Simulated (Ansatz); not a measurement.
## Ta (bcc, W type): frozen-phonon scan

Starting cell, Ta (bcc, W type):

```
Ta
1.0
   -3.31959     3.31959     3.31959
    1.65979    -1.65979     1.65979
    1.65979     1.65979    -1.65979
Ta
2
Direct
  0.00000   0.00000   0.00000
  0.50000   0.00000   0.00000
```

The atoms are displaced by Q × the pattern below (from a DFPT mode at N = (0.5, 0.0, 0.0), largest move 1; Q in Å), at fixed cell. (q is in reciprocal vectors of the primitive cell; the cell shown is doubled to hold the pattern.)

```tsv
atom	x	y	z
Ta1	0.000	0.707	-0.707
Ta2	0.000	-0.707	0.707
```

Level of theory: PBE (plane waves to 420 eV, PAW, scalar-relativistic; Ansatz, a first-principles code). k mesh 10×20×20 (Γ-centred), Fermi-Dirac smearing 0.05 eV. Energies are smeared free energies. With partly filled bands, energies and forces of such displacements shift with the k mesh and the smearing. Spin-orbit coupling is left out, though Ta is heavy. Ta is run without spin polarisation. Ta was relaxed with its symmetry unable to fall. The zero of ΔE is the undisplaced structure.

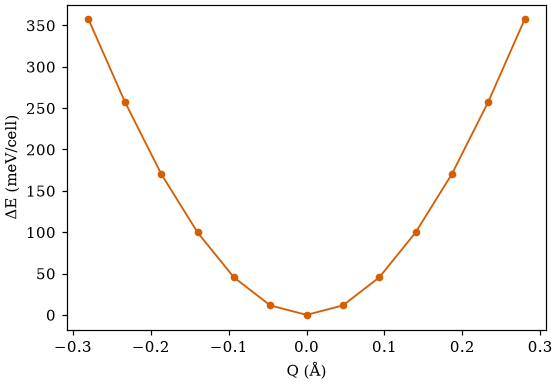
Figure: ΔE (meV/cell) against Q (Å); one marker a computed point.

The energy at Q = 0.280 Å is 357 meV/cell. Shape of the curve: a single well with its minimum at or next to zero displacement. Symmetry of the curve: even: the same for both signs. Harmonic wavenumber from the curvature (finite differences): 89 cm⁻¹. Space group of the distorted cell: Cmcm (No. 63), lowered from Im-3m.

E″ = 10.54 eV/Å², M = Σ mᵢ|uᵢ|² = 361.9 u, ν̃ = 521.5·√(|E″|/M).

(A displaced cell: forces are minus the slopes of the energy, force constants its curvatures, and phonons follow from these.)
